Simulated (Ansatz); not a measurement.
# MgPbS3 (model cell, started as cubic perovskite with Pb in the octahedra): following an unstable mode, part 3 of 3

Wanted: the energy along a soft mode of MgPbS3 (model cell, started as cubic perovskite with Pb in the octahedra) and the structure at the end.

Ansatz 0.2.0; DFT PBEsol, scalar-relativistic, plane waves, PAW; PAW set soft_1.

So far. Step 4 (The mode frozen in, largest atomic shift 0.6 Å): The run ends at a pressure of -1.04 GPa, with forces up to 0.84 eV/Å. Step 5 (Energy along the mode, all amplitudes (two of the runs …): The lowest of the steps tried is the last one, at 0.6 Å, 178 meV/atom below the parent; the bottom of the well need not coincide with a step. The relaxed cell has a = 3.754, c = 16.251 Å (conventional setting).

The structure was built from a prototype and need not be the compound's stable phase.

## Step 7: The new phase in its own primitive cell

The relaxed structure is symmetrised, reduced to its primitive cell and relaxed tightly, as its phonons need.

Input file input.yaml:

```yaml
crystal:
  lattice:
    - [3.7536573527, 0.0, 0.0]
    - [0.0, 3.7536573527, 0.0]
    - [0.0, 0.0, 16.2512709573]
  atoms:
    - { symbol: Mg, position: [0.0, 0.0, 0.5] }
    - { symbol: Mg, position: [0.0, 0.0, 0.0] }
    - { symbol: Pb, position: [0.5, 0.5, 0.25] }
    - { symbol: Pb, position: [0.5, 0.5, 0.75] }
    - { symbol: S, position: [0.5, 0.5, 0.0] }
    - { symbol: S, position: [0.5, 0.5, 0.5] }
    - { symbol: S, position: [0.5, 0.0, 0.3575421211] }
    - { symbol: S, position: [0.5, 0.0, 0.6424578789] }
    - { symbol: S, position: [0.0, 0.5, 0.1424578789] }
    - { symbol: S, position: [0.0, 0.5, 0.8575421211] }
kpoints:
  mp_grid: { grid: [10, 10, 4] }
hamiltonian:
  xc: pbesol
  pseudopotentials: { kind: paw, azcp: { folder: soft_1 }, xc_functional: pbe }
scf:
  occupations: { method: methfessel_paxton, width: 0.2 }
output:
  forces: true
  stress: true
  eigenvalues: true
relax:
  adjacent_minimum: "off"
  f_tol: 0.001
  max_steps: 60
  cell: { stress_tol: 0.01 }
```

Command:

```sh
ansatz run input.yaml --threads 8 --pin off --max-ram 16384MiB --backend cpu --events-out ev --progress --plain --runs-dir out
```

Numbers of over 12 decimals in the logs are rounded to 6 here.

What it wrote:

```text
[...]
Crystal: 10 atoms, lattice volume = 228.979 Å³
Basis set: ecut = 420 eV, 4463 PW (Γ), exchange–correlation on 54×54×240 points (8 copies of the dense FFT grid, shifted against one another)
Bands: 52, of which v1, the nominal top of the filled ones, is band 42 counted from 1 (41 counted from 0)
Symmetry: 16 space group operations
[...]
k-points: 63 of 400
[...]
- [0.0, 0.0, 16.326311]
  atoms:
    - { symbol: Mg, position: [0, 0, 0.5] }
    - { symbol: Mg, position: [0, 0, 0.0] }
    - { symbol: Pb, position: [0.5, 0.5, 0.25] }
    - { symbol: Pb, position: [0.5, 0.5, 0.75] }
    - { symbol: S, position: [0.5, 0.5, 0.0] }
    - { symbol: S, position: [0.5, 0.5, 0.5] }
    - { symbol: S, position: [0.5, 0, 0.356594] }
    - { symbol: S, position: [0.5, 0, 0.643406] }
    - { symbol: S, position: [0, 0.5, 0.143406] }
    - { symbol: S, position: [0, 0.5, 0.856594] }
[key lines of the parts left out:]
SCF converged after 6 iterations
Free energy (F): -32651.950406 eV
Fermi energy:    6.696126 eV
P = ⅓ Tr σ = 0.0051 GPa (0.051 kbar)
```

The job ended after 35 s (8 threads of Arm Neoverse V1, shared host; peak memory 1.1 GiB).

Step by step:

```csv
step,energy less that of the first step (eV),largest force component (eV/Å),pressure (GPa),volume (Å³)
1,0.0000,0.0468,-0.02,228.98
2,-0.0011,0.0096,-0.04,229.43
3,-0.0015,0.0019,0.00,229.40
4,-0.0015,0.0010,-0.01,229.44
5,-0.0015,0.0001,0.01,229.38
6*,-0.0015,0.0001,0.01,229.38
```

Relaxation steps marked * repeat the geometry before them on a plane-wave basis chosen anew for their cell, so energy and pressure can jump there.

Forces are held to the 16 operations that the run works with; a distortion that breaks them can't arise in this run.

```csv
"conventional cell, symmetrised",before,after,change
a (Å),3.754,3.748,-0.1 %
b (Å),3.754,3.748,-0.1 %
c (Å),16.251,16.326,+0.5 %
volume (Å³/atom),22.90,22.94,+0.2 %
```

The atoms that moved most (Å, as changes of fractional coordinates times the final cell):

```csv
atom,dx,dy,dz,length
S8,0.000,0.000,0.015,0.015
S7,0.000,0.000,-0.015,0.015
S9,0.000,0.000,0.015,0.015
S10,0.000,0.000,-0.015,0.015
```

This step gave:

| Property | Result |
| --- | --- |
| pressure | 0.005141 GPa |
| volume per atom | 22.94 Å³ |

The largest force component left is 0.11 meV/Å and the pressure is 0.005 GPa, within the tolerances set. The cell now holds 22.94 Å³/atom.

## Step 8: Modes of the new phase, k-mesh 10×10×4

A relaxed structure may still be a saddle point, so its zone-centre modes are computed. No field response is asked, since the mesh shows no gap.

input.yaml, the sections that differ from step 7:

```yaml
crystal:
  lattice:
    - [3.7482976777, 0.0, 0.0]
    - [0.0, 3.7482976777, 0.0]
    - [0.0, 0.0, 16.3263112573]
  atoms:
    - { symbol: Mg, position: [0.0, 0.0, 0.5] }
    - { symbol: Mg, position: [0.0, 0.0, 0.0] }
    - { symbol: Pb, position: [0.5, 0.5, 0.25] }
    - { symbol: Pb, position: [0.5, 0.5, 0.75] }
    - { symbol: S, position: [0.5, 0.5, 0.0] }
    - { symbol: S, position: [0.5, 0.5, 0.5] }
    - { symbol: S, position: [0.5, 0.0, 0.3565938527] }
    - { symbol: S, position: [0.5, 0.0, 0.6434061473] }
    - { symbol: S, position: [0.0, 0.5, 0.1434061473] }
    - { symbol: S, position: [0.0, 0.5, 0.8565938527] }
output:
  eigenvalues: true
phonons:
  method: dfpt
# kpoints, hamiltonian, scf: as in step 7
# relax: removed
```

What it wrote:

```text
zone centre: on kpoints.mp_grid the ground state, and the responses unless they are solved on pairs of k-points, stand on 108 of the mesh's 400 k-points, reduced under 4 symmetry operations, with k and −k counted as one. Each operation leaves every solved displacement unchanged or reverses it
[...]
Crystal: 10 atoms, lattice volume = 229.380 Å³
Basis set: ecut = 420 eV, 4447 PW (Γ), exchange–correlation on 54×54×240 points (8 copies of the dense FFT grid, shifted against one another)
Bands: 52, of which v1, the nominal top of the filled ones, is band 42 counted from 1 (41 counted from 0)
Symmetry: 16 space group operations
k-points: 108 of 400 (irreducible under 4 space group operations, time reversal used)
[...]
SCF iter   1: F=—  HF=-32655.209215 eV  |F-HF|=—  |Δ(HF+E_count)|=         —  Δρ=4.08e-2  dr2=1.56e1  ethr=3.10e-3  ⟨swp⟩=10.6  Hψ=30158  notcnv=0
[...]
SCF iter  14: F=-32651.950406 eV  HF=-32651.950406 eV  |F-HF|=0.00e0  |Δ(HF+E_count)|=  1.09e-11  S|Δr|=    0.00e0  Δρ=2.15e-8  dr2=1.45e-12  ethr=1.00e-12  ⟨swp⟩=18.1  Hψ=35978  notcnv=0
SCF 1 converged in 14 iterations: F = -32651.950406 eV  dr2 = 1.45e-12
[...]
DFPT response loops at Γ: preconditioner auto → Kerker (q_TF=auto, 2.308 Å⁻¹) (partly filled bands, converged f_vac=0.016); β = 1.00, the filter's whole step (`scf.mixing.beta` (0.50) is not read by the response loops under this deck's `scf.mixing.preconditioner`; to damp them name `kerker` or `kerker_dos`, under which they read `scf.mixing.beta`, and type it under 1.00, their step now; both keys bind the ground state too); Broyden in place of MSR1
SCF converged after 14 iterations
[...]
Free energy (F): -32651.950406 eV
[...]
Internal energy: -32651.959553 eV  (E = F + TS)
E sigma→0 (E₀):  -32651.952693 eV
Entropy (-TS):   0.009147 eV (0.915 meV/atom)
Fermi energy:    6.696126 eV
[...]
--- Band table (eV; the first three rows and the last of 108) ---
  k-point 0: bands = [... 38 lower, 5.4975, 6.2226, 6.2226, 6.3629, 6.5527, 8.2928, 8.7659, 9.0582, ... 6 higher]
  k-point 1: bands = [... 38 lower, 5.7469, 5.8509, 6.1696, 6.1696, 7.0505, 8.0532, 8.9010, 9.0572, ... 6 higher]
  k-point 2: bands = [... 38 lower, 5.9147, 5.9147, 6.0723, 6.0723, 7.5924, 7.5924, 9.0306, 9.0306, ... 6 higher]
  k-point 107: bands = [... 38 lower, 4.9830, 4.9830, 5.0297, 5.0297, 8.0027, 8.0027, 8.4457, 8.4457, ... 6 higher]
--- Phonons (Γ-DFPT): 11 representative perturbations + reference, on 108 of 400 k-points (Σ response iterations 34) ---
  k mesh reduced under 4 symmetry operations, with k and −k counted as one. Each operation leaves every solved displacement unchanged or reverses it
  ASR residual: 4.243e-5 → 0.000e0 eV/Å²; symmetrization residual: 8.949e-6 eV/Å²
  ASR residual per site (eV/Å²): 1.94e-5 1.94e-5 2.70e-5 2.70e-5 4.24e-5 4.24e-5 2.43e-5 2.43e-5 2.43e-5 2.43e-5
  Γ frequencies (cm⁻¹): -56.00 -56.00 -41.30 -23.16 -23.16 0.00 0.00 0.00 42.34 42.34 54.39 74.72 110.48 110.48 110.79 110.79 147.77 150.66 195.72 195.72 198.23 198.23 221.03 256.47 256.47 269.81 269.81 270.33 272.18 293.49
  non-analytic LO–TO correction: not included (Born effective charges unavailable; polar crystals: no LO–TO splitting at Γ)
```

It took 4 min on 8 threads; peak memory 3.9 GiB.

Numbers from this step:

- sum-rule residual before enforcement: 4.24e-5 eV/Å²
- point group: 4/mmm
- highest optical mode at the zone centre (no LO-TO term): 293.5 cm⁻¹
- lowest optical zone-centre mode: -56 cm⁻¹

Patterns of degenerate modes are one choice out of their space. Modes at Γ, with each element's share of the kinetic energy (negative means imaginary):

```csv
mode,frequency (cm⁻¹),symmetry,Mg %,Pb %,S %
1,-56.0,Eu,29,11,60
2,-56.0,Eu,29,11,60
3,-41.3,A2u,83,0,16
4,-23.2,Eg,0,86,14
5,-23.2,Eg,0,86,14
6,0.0,acoustic,7,63,29
7,0.0,acoustic,7,63,29
8,0.0,acoustic,7,63,29
9,42.3,Eu,30,14,56
10,42.3,Eu,30,14,56
11,54.4,B1g,0,75,25
12,74.7,B2u,97,0,3
13,110.5,Eu,21,0,78
14,110.5,Eu,21,0,78
15,110.8,Eg,0,1,99
16,110.8,Eg,0,1,99
17,147.8,A2u,8,17,75
18,150.7,B2u,0,0,100
19,195.7,Eu,65,0,35
20,195.7,Eu,65,0,35
21,198.2,Eu,47,0,53
22,198.2,Eu,47,0,53
23,221.0,A1g,0,0,100
24,256.5,Eg,0,13,87
25,256.5,Eg,0,13,87
26,269.8,Eu,0,11,89
27,269.8,Eu,0,11,89
28,270.3,B1g,0,25,75
29,272.2,B2u,2,0,98
30,293.5,A2u,1,20,79
```

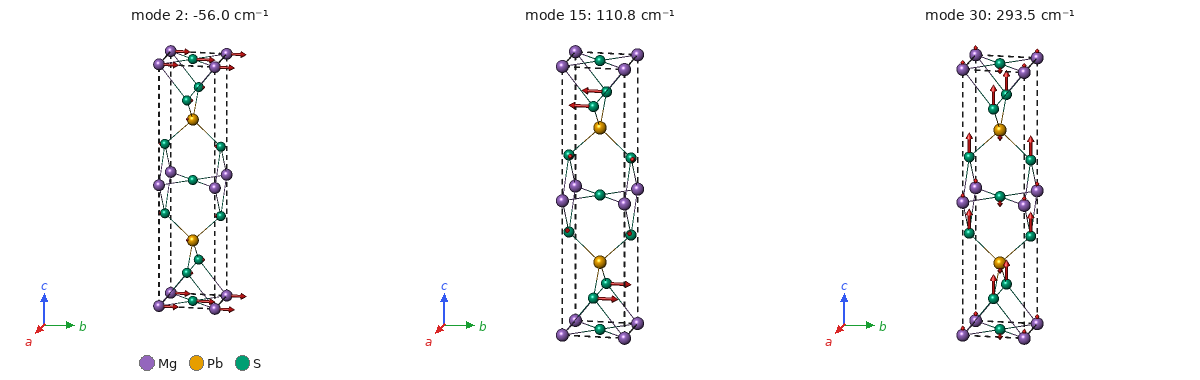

Displacement patterns of modes 2, 15 and 30 at Γ; arrows are exaggerated. Some periodic images of atoms are drawn too.

Before it was imposed, the acoustic sum rule was missed by 4.2e-5 eV/Å². Small misses are needed for a sound result but don't prove that mesh and cutoff are converged. The lowest optical mode is imaginary, 56.0i cm⁻¹, so the energy falls along it.

## Step 9: The phases reached

The phases reached along the modes that were followed are set side by side.

Energies are those of the first relaxation, on the mesh of the frozen mode; space group, volume and gap are those of the last relaxation. Phases, by row:

```csv
mode frozen in,space group,energy from parent (meV/atom),volume (Å³/atom),gap on mesh (eV),lowest zone-centre optical mode (cm⁻¹),largest shift (Å)
parent,Pm-3m,0,26.06,0,–,–
"q = (0, -0.5, -0.5), 204i cm⁻¹",Pmma,-647.2,27.52,0,-158.3,1.77
"q = (0, -0.5, -0.5), 204i cm⁻¹",Cmmm,-320.7,27.85,0,-164.2,1.071
"q = (0, -0.5, -0.5), 204i cm⁻¹",Pmma,-647.2,27.52,0,-158.3,1.769
"q = (0, 0, -0.5), 201i cm⁻¹",P4_2/mmc,-671.1,22.94,0,-56,1.748
```

## Step 10: Summary of results

| Quantity | Value |
| --- | --- |
| unstable mode of the parent | q = (0, 0, -0.5), 201i cm⁻¹ |
| depth at the lowest point sampled | 178 meV/atom |
| largest atomic shift at that point | 0.6 Å |
| space group reached (within 0.01 Å) | P4_2/mmc |
| energy gained over the parent (first relaxation, on the mesh of the frozen mode) | 671 meV/atom |
| volume per atom, phase reached | 22.9 Å³ |
| lowest optical zone-centre mode, phase reached | -56.0 cm⁻¹ |
| highest optical mode at the zone centre (no LO-TO term), phase reached | 293 cm⁻¹ |

**Reading.** Along this mode the structure falls into P4_2/mmc, 671 meV/atom below the parent. At the parent's cell the well is 177.8 meV/atom deep on the steps tried, with its lowest point at a shift of 0.6 Å. That is the last step tried, so the steps alone don't bracket the bottom of the well. Relaxing atoms and cell changes the gain by +493.31 meV/atom against the lowest step (energies at zero smearing). Most of the total comes from this relaxation. The new phase still has an imaginary mode at the zone centre of its cell, so it is a saddle point on the way to a lower structure. Of the 4 patterns followed to their end from this parent, this one reaches the lowest energy. Each path keeps the symmetry of its pattern, so a lower phase may lie along a pattern not tried. With no gap, or one that is small against the smearing, the frequencies hang on the k mesh and the smearing, most of all near Kohn anomalies. A semilocal functional can close a gap that the real compound would have, so the metallic treatment may be an artefact of the level. Spin-orbit coupling is left out, which can matter for the heavy elements here. The PAW files were made for PBE and serve the other functionals too. The starting cell was built on a prototype and not taken from a measurement, so the phase need not exist.

[Logs are printed without paths, hosts, clocks, repeated set-up lines and the standing remarks that a program may print on its own settings, such as how far it seeks lower states.]

[Hosts, paths, dates, database ids (printed as entryN), source tags and the programs' standing remarks are cut or masked in the printed files.]
